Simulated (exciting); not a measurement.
# Core excitons at the S L₂,₃ edge of KLuS2, part 2 of 2

How far do the exchange and direct terms reshape the S L₂,₃ edge of KLuS2?

exciting sodium; X-ray absorption, core-level Bethe-Salpeter equation, exchange and statically screened direct term, Tamm-Dancoff, all-electron LAPW+lo LDA.

So far. Step 5 (Independent particles): Maxima (height): 6.1 eV (0.35), 12.8 eV (0.87) and 17.7 eV (0.94). Against the singlet run the r.m.s. difference is 38 %. Moving the earlier curve by +3.2 eV leaves 15 %. The highest maximum lies at 17.7 eV (0.94), against 10.2 eV (1.00). Step 6 (Exchange alone): Maxima (height): 6.1 eV (0.33), 12.9 eV (0.83) and 17.8 eV (0.95). The spectrum differs from the independent-particle run by 4 % r.m.s.

**7. Local-field cutoff**

Changed against the first singlet run: cutoff of the screened term (bohr⁻¹) from 3 to 2 and cutoff of the exchange term (bohr⁻¹) from 2.5 to 2.

Contents of input.xml:

```
<input>
  <title>KLuS2</title>
  <structure speciespath="." autormt="false" epslat="1.0e-5">
    <crystal>
      <basevect>3.7312642324 2.1542464090 13.7767333546</basevect>
      <basevect>-3.7312642324 2.1542464090 13.7767333546</basevect>
      <basevect>0.0000000000 -4.3084928179 13.7767333546</basevect>
    </crystal>
    <species speciesfile="Lu.xml" rmt="2.300">
      <atom coord="0.5000000000 0.5000000000 0.5000000000"/>
    </species>
    <species speciesfile="K.xml" rmt="2.464">
      <atom coord="0.0000000000 0.0000000000 0.0000000000"/>
    </species>
    <species speciesfile="S.xml" rmt="2.300">
      <atom coord="0.7663100000 0.7663100000 0.7663100000"/>
      <atom coord="0.2336900000 0.2336900000 0.2336900000"/>
    </species>
  </structure>
  <groundstate do="skip" xctype="LDA_PW" ngridk="3 3 3" rgkmax="7" gmaxvr="14" nempty="8" swidth="0.001" maxscl="100" epsengy="1e-5"/>
  <xs xstype="BSE" ngridk="3 3 3" ngridq="3 3 3" vkloff="0.097 0.273 0.493" rgkmax="7" nempty="48" gqmax="2" lmaxapwwf="5" lmaxemat="3" broad="0.01654" tevout="true">
    <energywindow intv="5.083 6.747" points="452"/>
    <screening screentype="full" nempty="74"/>
    <BSE xas="true" xasspecies="3" xasatom="1" xasedge="L23" bsetype="singlet" nstlxas="1 44"/>
    <qpointset>
      <qpoint>0 0 0</qpoint>
    </qpointset>
    <plan>
      <doonly task="xsgeneigvec"/>
      <doonly task="screen"/>
      <doonly task="scrcoulint"/>
      <doonly task="exccoulint"/>
    </plan>
  </xs>
</input>
```

Contents of input.xml for the last start (plan only):

```
  <plan>
    <doonly task="bse"/>
  </plan>
```

The run is started by

```sh
$ OMP_NUM_THREADS=1 mpirun -n 4 exciting
$ OMP_NUM_THREADS=4 exciting
```

Numbers of over 12 decimals in the logs are rounded to 6 here.

The program printed:

```text
| EXCITING SODIUM started for task xsgeneigvec ( 301)                          =
One-shot GS runs for BSE calculations
One-shot GS runs for k+qmt/2 grids
Info(xsgeneigvec): Generating eigenvectors for Q-point      1
Info(xsgeneigvec): Generation of eigenvectors finished
| EXCITING SODIUM started for task screen ( 430)                               =
Info(screenlauncher): Calculating screening for unshifted q-grid.
Info(screenlauncher): Number of q points:       6
Info(screenlauncher): lowest (partially)  unoccupied state:     24
Info(screenlauncher): highest (partially) occupied state  :     23
Info(screenlauncher): number of occupied states considered:   23
Info(screenlauncher): number of unoccupied states considered:   75
Info(screenlauncher): Starting loop over q-points
Info(screenlauncher): Screening for unshifted q-grid finished
Info(screenlauncher): Screening finished
| EXCITING SODIUM started for task scrcoulint ( 440)                           =
Info(scrcoulintlauncher): Setting up screened Coulomb interaction matrix W.
Info(scrcoulintlauncher): Using momentum transfer vectors from list :   1 to  1
Info(scrcoulintlauncher): Calculating screened Coulomb interaction matrix W
Info(scrcoulintlauncher): Momentum transfer list index: iqmt=  1
Info(scrcoulintlauncher): Momentum transfer: vqmtl=   0.000   0.000   0.000
Info(scrcoulintlauncher): Calculating RR block of W
Info(scrcoulint): Inspecting occupations...
Info(setranges_modxs): Number of non-reduced k-points:       27
Info(setranges_modxs): Number of states considered:       72
Info(setranges_modxs): Number of (partially) occupied states:       10
Info(setranges_modxs): Highest (partially) occupied states:       23
Info(setranges_modxs): Number of (partially) unoccupied states:       49
Info(setranges_modxs): Lowest (partially) unoccupied states:       24
Info(scrcoulint): Selecting transitions...
Info(select_transitions): Inspecting transitions in the  band interval:
  lowest occupied state:   5
  highest occupied state:  10
  lowest unoccupied state:  24
  highest unoccupied state:  67
  Opening gap with a scissor of:      0.000/H      0.000/eV
Info(select_transitions): Number of participating transitions:    7128
Info(scrcoulint): Size of file SCCLI will be about     0.392572 GB
Info(scrcoulint): Using q-grid
Info(scrcoulint): Number of reduced q-points:      6
Info(scrcoulint): Number of non-reduced q-points:     27
Info(scrcoulint): Calculating W(G1,G2,qr) fourier coefficients
Info(scrcoulint): Calculating W matrix elements
Info(scrcoulintlauncher): Screened coulomb interaction finished for iqmt=   1
| EXCITING SODIUM started for task exccoulint ( 441)                           =
Info(exccoulintlauncher): Setting up exchange interaction matrix V.
Info(exccoulintlauncher): Using momentum transfer vectors from list :   1 to  1
Info(exccoulintlauncher):Calculating exchange interaction matrix V
Info(exccoulintlauncher): Momentum transfer list index: iqmt=  1
Info(exccoulintlauncher): Momentum transfer: vqmtl=   0.000   0.000   0.000
Info(exccoulintlauncher): Calculating RR block of V
Info(exccoulint): Inspecting occupations...
Info(setranges_modxs): Number of non-reduced k-points:       27
Info(setranges_modxs): Number of states considered:       72
Info(setranges_modxs): Number of (partially) occupied states:       10
Info(setranges_modxs): Highest (partially) occupied states:       23
Info(setranges_modxs): Number of (partially) unoccupied states:       49
Info(setranges_modxs): Lowest (partially) unoccupied states:       24
Info(exccoulint): Selecting transitions...
Info(select_transitions): Inspecting transitions in the  band interval:
  lowest occupied state:   5
  highest occupied state:  10
  lowest unoccupied state:  24
  highest unoccupied state:  67
  Opening gap with a scissor of:      0.000/H      0.000/eV
Info(select_transitions): Number of participating transitions:    7128
Info(exccoulint): Size of file EXCLI will be about     0.392572 GB
Info(exccoulint): Generating plane wave matrix elements for momentum transfer iqmt=   1
  Timing (in seconds)	   :     751.760
Info(exccoulint): Generating V matrix elements
Info(exccoulint): Zeroing Coulomb potential at G+qmt index:  1
Info(exccoulintlauncher): Exchange interaction finished for iqmt=   1
| EXCITING SODIUM started for task bse ( 445)                                  =
Info(bselauncher): Init time:    2.265256
Info(bselauncher): Setting up and diagonalizing BSE Hamiltonian.
Info(bselauncher): Using momentum transfer vectors from list :   1 to  1
Info(bselauncher): Distributing qmt-points over   1 processes.
Info(bselauncher): BSE type: singlet
Info(bselauncher): Momentum transfer list index: iqmt=  1
Info(bselauncher): Momentum transfer: vqmtl=   0.000   0.000   0.000
Info(bse): Inspecting occupations...
Info(setranges_modxs): Number of non-reduced k-points:       27
Info(setranges_modxs): Number of states considered:       72
Info(setranges_modxs): Number of (partially) occupied states:       10
Info(setranges_modxs): Highest (partially) occupied states:       23
Info(setranges_modxs): Number of (partially) unoccupied states:       49
Info(setranges_modxs): Lowest (partially) unoccupied states:       24
Info(select_transitions): Inspecting transitions in the  band interval:
  lowest occupied state:   5
  highest occupied state:  10
  lowest unoccupied state:  24
  highest unoccupied state:  67
  Opening gap with a scissor of:      0.000/H      0.000/eV
Info(select_transitions): Number of participating transitions:    7128
Info(bse): Selecting transitions...
```

Elapsed: 29 min, on 4 MPI ranks of Intel Xeon at 2.70GHz, shared host.

The run was cut off at its time limit.

**8. From independent particles to the full kernel**

```tsv
level	curve passes 0.15 (eV)	highest maximum (eV)	its height
IP	2.1	17.7	0.94
RPA	2.3	17.8	0.95
singlet	-0.5	10.2	1.00
```

```tsv
E (eV)	IP	RPA	singlet
-3.0	0.01	0.01	0.02
-2.0	0.01	0.01	0.04
-1.0	0.02	0.02	0.10
0.0	0.04	0.04	0.20
1.0	0.08	0.08	0.36
2.0	0.14	0.14	0.51
3.0	0.23	0.21	0.44
4.0	0.30	0.28	0.38
5.0	0.34	0.32	0.41
6.0	0.34	0.33	0.44
7.0	0.31	0.29	0.53
8.0	0.32	0.30	0.67
9.0	0.37	0.35	0.83
10.0	0.45	0.42	0.98
11.0	0.68	0.62	0.93
12.0	0.81	0.76	0.86
13.0	0.86	0.83	0.80
14.0	0.75	0.73	0.80
15.0	0.75	0.72	0.85
16.0	0.87	0.84	0.80
17.0	0.94	0.93	0.70
18.0	0.93	0.94	0.60
19.0	0.82	0.84	0.59
20.0	0.82	0.84	0.60
21.0	0.82	0.85	0.57
```

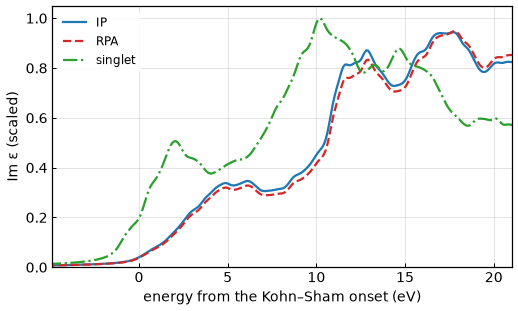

The spectrum at each level.

**9. What came out**

```
absorber and edge   : S L₂,₃, atom 3
surroundings        : 3 Lu at 2.71 Å and 3 K at 3.15 Å (distorted octahedral, site symmetry 3m)
first bright state  : -0.85 eV from the Kohn–Sham onset, on this mesh
highest maximum     : 10.2 eV
cost of the BSE run : 40 min on 4 MPI ranks of Intel Xeon at 2.70GHz, shared host; the last task ran on as many threads
```

What this shows: Is a core exciton bound? Yes on this mesh: the first bright state (over 5 % of the brightest) lies at -0.85 eV from the Kohn–Sham onset. Exchange alone changes the independent-particle spectrum by 4 % r.m.s. Binding energies aren't converged on 27 k points, and fine structure above the first lines is partly noise of the mesh. The kernel cutoff is low for a compact core orbital, so the effect of exchange is a lower bound. The zero comes from the shifted mesh, which comes near the band minimum without meeting it. The conduction states carry no spin here, so the exchange coupling to the spinor core hole is only partly held. The Kohn–Sham onset, 150 eV, is no photon energy (tabulated edge of the element: 162.5 eV): the scale needs a rigid shift. No quasiparticle correction widens the gap or stretches the bands. Vibrations and energy-dependent lifetimes are left out. The structure is a published determination, not relaxed.

[Banner, clock and machine lines of the logs are left out without a mark of their own.]

[Logs are printed without paths, hosts, clocks, repeated set-up lines and the standing remarks that a program may print on its own settings, such as how far it seeks lower states.]

[Hosts, paths, dates, database ids (printed as entryN), source tags and the programs' standing remarks are cut or masked in the printed files.]
